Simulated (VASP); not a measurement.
Band structure of TmPPt (space group P-6m2). All values below come from PBEsol GGA, VASP's PBE PAW potentials (set 64) (plane waves; VASP).

The 4f electrons are frozen in the core of the lanthanide potential, so 4f levels, which can set the real gap, and their magnetism are missing.  Unless said otherwise, spin-orbit coupling is left out, though it shifts the bands of the heavy elements here.

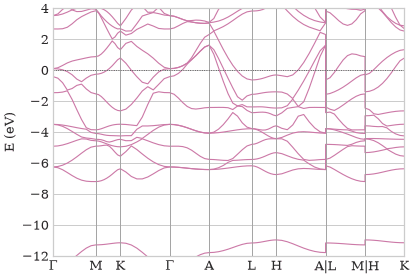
*Bands along high-symmetry lines, zero at the valence-band maximum or, without a gap, the Fermi level*

### Question
Read the plot: is there a gap, and where are the band edges?

### Answer
It has no gap at this level: it comes out as a metal or semimetal. (Edges off the drawn lines would not show.)

The structure comes from a computed database's TmPPt entry (P-6m2); how it stands against other phases isn't given here. It was relaxed first.
